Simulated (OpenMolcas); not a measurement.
## Multiconfigurational calculation for Fe²⁺ complex

Fe²⁺ with 6 ligands (Cl; tetragonal octahedron, 2.54 Å), neutralised by 6 outer point charges of +0.67 e, whose field is part of the energies. Computed at this level: state-averaged SS-CASPT2, IPEA shift 0.25, imaginary shift 0.1 hartree, closed shells 3s 3p of the metal and the valence shells of the ligands correlated, active space 6 electrons in the shell 3d, basis ANO-RCC-VDZP on the metal and ANO-RCC-VDZP on the ligands, DKH2 scalar Hamiltonian, spin-orbit coupling by RASSI with atomic mean-field integrals (OpenMolcas).

### The input
```
&GATEWAY
Coord
7

Fe 0.0 0.0 0.0
Cl 2.540000 0.000000 0.000000
Cl 0.000000 2.540000 0.000000
Cl -2.540000 0.000000 0.000000
Cl 0.000000 -2.540000 0.000000
Cl 0.000000 0.000000 2.880360
Cl 0.000000 0.000000 -2.880360
Basis=Fe.ANO-RCC-VDZP,Cl.ANO-RCC-VDZP
Group=XYZ
NoMove
AngMom=0.0 0.0 0.0
AMFI
RICD
XField
3 Angstrom 0
5.140000 0.000000 0.000000 0.666667
0.000000 5.140000 0.000000 0.666667
0.000000 0.000000 5.480360 0.666667
&SEWARD
&RASSCF
FileOrb=start.orb
Symmetry=1
Spin=5
nActEl=6 0 0
Inactive=30 33
Ras2=5 0
CIRoot=5 5 1
SDav=5
CIMx=300
Iter=150 100
PrWF=0.3
OrbListing=Nothing
MaxOrb=0
LevShft=1.0
>>> COPY $Project.JobIph JOB001
&RASSCF
FileOrb=start.orb
Symmetry=1
Spin=3
nActEl=6 0 0
Inactive=30 33
Ras2=5 0
CIRoot=45 45 1
SDav=45
CIMx=300
Iter=150 100
PrWF=0.3
OrbListing=Nothing
MaxOrb=0
LevShft=1.0
>>> COPY $Project.JobIph JOB002
&RASSCF
FileOrb=start.orb
Symmetry=1
Spin=1
nActEl=6 0 0
Inactive=30 33
Ras2=5 0
CIRoot=50 50 1
SDav=50
CIMx=300
Iter=150 100
PrWF=0.3
OrbListing=Nothing
MaxOrb=0
LevShft=1.0
>>> COPY $Project.JobIph JOB003
&RASSI
NrOfJobIphs=3 5 45 50
1 2 3 4 5
1 2 3 4 5 6 7 8 9 10 11 12 13 14 15 16 17 18 19 20 21 22 23 24 25 26 27
28 29 30 31 32 33 34 35 36 37 38 39 40 41 42 43 44 45
1 2 3 4 5 6 7 8 9 10 11 12 13 14 15 16 17 18 19 20 21 22 23 24 25 26 27
28 29 30 31 32 33 34 35 36 37 38 39 40 41 42 43 44 45 46 47 48 49 50
IphNames
JOB001
JOB002
JOB003
EJob
SpinOrbit
DIPRint=1.0
SOCoupling=1000.0
Subsets=2
Property=9
'ANGMOM' 1 'ANGMOM' 2 'ANGMOM' 3 'MLTPL  1' 1 'MLTPL  1' 2 'MLTPL  1' 3
'AMFI' 1 'AMFI' 2 'AMFI' 3
SOProperty=3
'ANGMOM' 1 'ANGMOM' 2 'ANGMOM' 3
>>> COPY JOB001 $Project.JobIph
&CASPT2
Multistate=5 1 2 3 4 5
NoMult
Frozen=17 18
IPEA=0.25
Imaginary=0.1
MaxIter=60
WThr=0.0 0.3 0.05
PrWF=0.5
NoMix
>>> COPY JOB002 $Project.JobIph
&CASPT2
Multistate=45 1 2 3 4 5 6 7 8 9 10 11 12 13 14 15 16 17 18 19 20 21 22
23 24 25 26 27 28 29 30 31 32 33 34 35 36 37 38 39 40 41 42 43 44 45
NoMult
Frozen=17 18
IPEA=0.25
Imaginary=0.1
MaxIter=60
WThr=0.0 0.3 0.05
PrWF=0.5
NoMix
>>> COPY JOB003 $Project.JobIph
&CASPT2
Multistate=50 1 2 3 4 5 6 7 8 9 10 11 12 13 14 15 16 17 18 19 20 21 22
23 24 25 26 27 28 29 30 31 32 33 34 35 36 37 38 39 40 41 42 43 44 45 46
47 48 49 50
NoMult
Frozen=17 18
IPEA=0.25
Imaginary=0.1
MaxIter=60
WThr=0.0 0.3 0.05
PrWF=0.5
NoMix
```

The file start.orb holds starting orbitals from an earlier step. A driver script formed the levels outside the program, from RASSI's spin-orbit matrix and the CASPT2 energies (for multi-state variants, the effective Hamiltonian), averaged over the components of each term or state. The log and the time are those of the CASPT2 step.

Hardware: 1 thread of Arm Neoverse V1, 24 GiB of memory available, shared host.

Command:
```bash
OMP_NUM_THREADS=1 MOLCAS_MEM=2457 MOLCAS_PROJECT=a pymolcas a.inp > a.log  # once for each step of the input, in one work folder
```

### Output (extracts)
```
--- CASPT2 ---
Orbital specifications:
      -----------------------

      Symmetry species                           1   2
                                                ag  au
      Frozen orbitals                           17  18
      Inactive orbitals                         13  15
      Active orbitals                            5   0
      Secondary orbitals                        34  40
      Deleted orbitals                           0   0
      Number of basis functions                 69  73
Type of calculation                        SS-CASPT2
      Fock operator                              state-specific
      IPEA shift                                 0.25
      Real shift                                 0.00
      Imaginary shift                            0.10
      The input orbitals will be transformed to quasi-canonical
Reference energy:       -4038.4654617718
      E2 (Non-variational):      -1.3207461503
      Shift correction:          -0.0020548068
      E2 (Variational):          -1.3228009571
      Total energy:           -4039.7882627289
      Residual norm:              0.0000009938
      Reference weight:           0.67683
      Contributions to the CASPT2 correlation energy
      Active & Virtual Only:         -0.1159087136
      One Inactive Excited:          -0.1962116802
      Two Inactive Excited:          -1.0086257565
Reference energy:       -4038.4654617718
      E2 (Non-variational):      -1.3207461503
      Shift correction:          -0.0020548068
      E2 (Variational):          -1.3228009571
      Total energy:           -4039.7882627289
      Residual norm:              0.0000009938
      Reference weight:           0.67683
      Contributions to the CASPT2 correlation energy
      Active & Virtual Only:         -0.1159087137
      One Inactive Excited:          -0.1962116802
      Two Inactive Excited:          -1.0086257565
::    CASPT2 Root  1     Total energy:  -4039.78826273
::    CASPT2 Root  2     Total energy:  -4039.78826273
::    CASPT2 Root  3     Total energy:  -4039.78618824
::    CASPT2 Root  4     Total energy:  -4039.77889172
::    CASPT2 Root  5     Total energy:  -4039.76537371
--- CASPT2 ---
Orbital specifications:
      -----------------------

      Symmetry species                           1   2
                                                ag  au
      Frozen orbitals                           17  18
      Inactive orbitals                         13  15
      Active orbitals                            5   0
      Secondary orbitals                        34  40
      Deleted orbitals                           0   0
      Number of basis functions                 69  73
Type of calculation                        SS-CASPT2
      Fock operator                              state-specific
      IPEA shift                                 0.25
      Real shift                                 0.00
      Imaginary shift                            0.10
      The input orbitals will be transformed to quasi-canonical
Reference energy:       -4038.3755469655
      E2 (Non-variational):      -1.3308829684
      Shift correction:          -0.0020714652
      E2 (Variational):          -1.3329544336
      Total energy:           -4039.7085013991
      Residual norm:              0.0000002377
      Reference weight:           0.67579
      Contributions to the CASPT2 correlation energy
      Active & Virtual Only:         -0.1166504087
      One Inactive Excited:          -0.2034317570
      Two Inactive Excited:          -1.0108008026
Reference energy:       -4038.3755469655
      E2 (Non-variational):      -1.3308829663
      Shift correction:          -0.0020714655
      E2 (Variational):          -1.3329544318
      Total energy:           -4039.7085013973
      Residual norm:              0.0000002377
      Reference weight:           0.67579
      Contributions to the CASPT2 correlation energy
      Active & Virtual Only:         -0.1166504096
      One Inactive Excited:          -0.2034317552
      Two Inactive Excited:          -1.0108008015
::    CASPT2 Root  1     Total energy:  -4039.70850140
::    CASPT2 Root  2     Total energy:  -4039.70850140
::    CASPT2 Root  3     Total energy:  -4039.70550105
::    CASPT2 Root  4     Total energy:  -4039.70422457
::    CASPT2 Root  5     Total energy:  -4039.69977744
::    CASPT2 Root  6     Total energy:  -4039.69977744
::    CASPT2 Root  7     Total energy:  -4039.70428109
::    CASPT2 Root  8     Total energy:  -4039.69414175
::    CASPT2 Root  9     Total energy:  -4039.69414174
::    CASPT2 Root 10     Total energy:  -4039.69114951
::    CASPT2 Root 11     Total energy:  -4039.68981903
::    CASPT2 Root 12     Total energy:  -4039.69709385
::    CASPT2 Root 13     Total energy:  -4039.69456618
::    CASPT2 Root 14     Total energy:  -4039.69456618
::    CASPT2 Root 15     Total energy:  -4039.69112169
::    CASPT2 Root 16     Total energy:  -4039.68293928
::    CASPT2 Root 17     Total energy:  -4039.68293928
::    CASPT2 Root 18     Total energy:  -4039.68449336
::    CASPT2 Root 19     Total energy:  -4039.68449335
::    CASPT2 Root 20     Total energy:  -4039.68263061
::    CASPT2 Root 21     Total energy:  -4039.67118867
::    CASPT2 Root 22     Total energy:  -4039.67982219
::    CASPT2 Root 23     Total energy:  -4039.67821952
::    CASPT2 Root 24     Total energy:  -4039.67821952
::    CASPT2 Root 25     Total energy:  -4039.67430067
::    CASPT2 Root 26     Total energy:  -4039.66636837
::    CASPT2 Root 27     Total energy:  -4039.66308742
::    CASPT2 Root 28     Total energy:  -4039.65803141
::    CASPT2 Root 29     Total energy:  -4039.65803142
::    CASPT2 Root 30     Total energy:  -4039.65846124
--- CASPT2 ---
Orbital specifications:
      -----------------------

      Symmetry species                           1   2
                                                ag  au
      Frozen orbitals                           17  18
      Inactive orbitals                         13  15
      Active orbitals                            5   0
      Secondary orbitals                        34  40
      Deleted orbitals                           0   0
      Number of basis functions                 69  73
Type of calculation                        SS-CASPT2
      Fock operator                              state-specific
      IPEA shift                                 0.25
      Real shift                                 0.00
      Imaginary shift                            0.10
      The input orbitals will be transformed to quasi-canonical
Reference energy:       -4038.3350415452
      E2 (Non-variational):      -1.3313041856
      Shift correction:          -0.0020373350
      E2 (Variational):          -1.3333415206
      Total energy:           -4039.6683830658
      Residual norm:              0.0000002671
      Reference weight:           0.67610
      Contributions to the CASPT2 correlation energy
      Active & Virtual Only:         -0.1149412174
      One Inactive Excited:          -0.2032495233
      Two Inactive Excited:          -1.0131134449
Reference energy:       -4038.3286442230
      E2 (Non-variational):      -1.3335961095
      Shift correction:          -0.0020413279
      E2 (Variational):          -1.3356374373
      Total energy:           -4039.6642816604
      Residual norm:              0.0000006470
      Reference weight:           0.67580
      Contributions to the CASPT2 correlation energy
      Active & Virtual Only:         -0.1156020707
      One Inactive Excited:          -0.2086280451
      Two Inactive Excited:          -1.0093659936
::    CASPT2 Root  1     Total energy:  -4039.66838307
::    CASPT2 Root  2     Total energy:  -4039.66428166
::    CASPT2 Root  3     Total energy:  -4039.66428166
::    CASPT2 Root  4     Total energy:  -4039.65704895
::    CASPT2 Root  5     Total energy:  -4039.65764511
::    CASPT2 Root  6     Total energy:  -4039.65678924
::    CASPT2 Root  7     Total energy:  -4039.65582713
::    CASPT2 Root  8     Total energy:  -4039.65582713
::    CASPT2 Root  9     Total energy:  -4039.65171247
::    CASPT2 Root 10     Total energy:  -4039.65225921
::    CASPT2 Root 11     Total energy:  -4039.64462999
::    CASPT2 Root 12     Total energy:  -4039.64462999
::    CASPT2 Root 13     Total energy:  -4039.64697974
::    CASPT2 Root 14     Total energy:  -4039.64692862
::    CASPT2 Root 15     Total energy:  -4039.63227853
::    CASPT2 Root 16     Total energy:  -4039.63202160
::    CASPT2 Root 17     Total energy:  -4039.63202161
::    CASPT2 Root 18     Total energy:  -4039.63527663
::    CASPT2 Root 19     Total energy:  -4039.63180214
::    CASPT2 Root 20     Total energy:  -4039.63087231
::    CASPT2 Root 21     Total energy:  -4039.63087231
::    CASPT2 Root 22     Total energy:  -4039.62861228
::    CASPT2 Root 23     Total energy:  -4039.63949220
::    CASPT2 Root 24     Total energy:  -4039.62340575
::    CASPT2 Root 25     Total energy:  -4039.62951708
::    CASPT2 Root 26     Total energy:  -4039.62951708
::    CASPT2 Root 27     Total energy:  -4039.61164878
::    CASPT2 Root 28     Total energy:  -4039.61173018
::    CASPT2 Root 29     Total energy:  -4039.59622817
::    CASPT2 Root 30     Total energy:  -4039.59622817
```

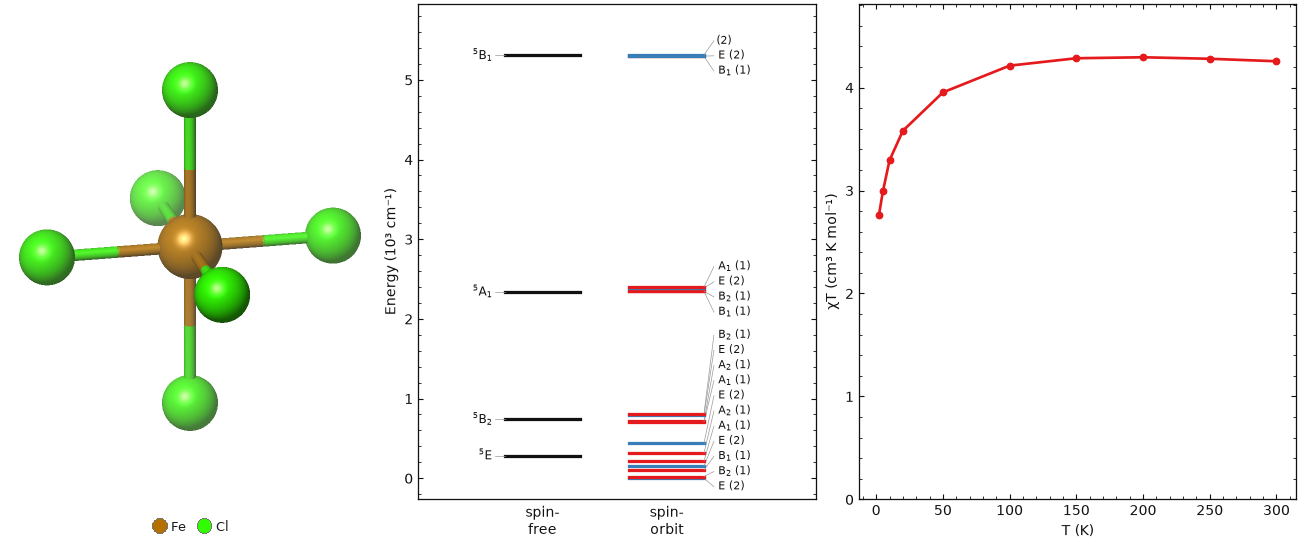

Fe²⁺ (3d⁶) with 6 ligands, Cl⁻, at 2.54 Å (arrangement: tetragonal octahedron, D4h), axial distortion 1.134, neutralised by outer point charges of +0.67 e, and its levels and susceptibility. Labels give the representation in O, Td, D4 or D3 as the site allows (double group for half-integer spin) where it could be assigned and, in brackets, the degeneracy; spin-free states, where drawn, share the zero of the spin-orbit levels. Powder susceptibility by Van Vleck's formula. The ground level is E, doubly degenerate, 100 % from states of spin multiplicity 5. Its principal g values are 0.00, 0.00 and 9.12, easy-axis. The next level lies at 22 cm⁻¹ (B₂). The lowest spin-free state is ⁵E, from the free-ion D term; of the same spin there follow at 455 cm⁻¹ (⁵B₂), 2,060 cm⁻¹ (⁵A₁) and 5,020 cm⁻¹ (⁵B₁) above it. χT is 2.76 cm³ K mol⁻¹ at 2 K and 4.26 at 300 K, an effective moment of 5.83 μB.

### Results in brief

| quantity | value |
| --- | --- |
| outcome | converged |
| energy of the lowest spin-free term | −4039.78826 hartree |
| energy of the lowest spin-orbit level | −4039.78955 hartree |
| CASPT2 correlation energy | −1.3228 hartree |
| largest spread among components of a term | 0.0 cm⁻¹ |
| lowest reference weight | 0.656 |
| wall time | 4.2 min |
| peak memory | 0.18 GiB |

### Remarks

To bear in mind: small active space favours high spin, ground spin may be wrong; with a single d shell and no ligand orbitals active, the ligand field and the g values of a late 3d ion can be well off; distances are set from ionic radii, not optimised.
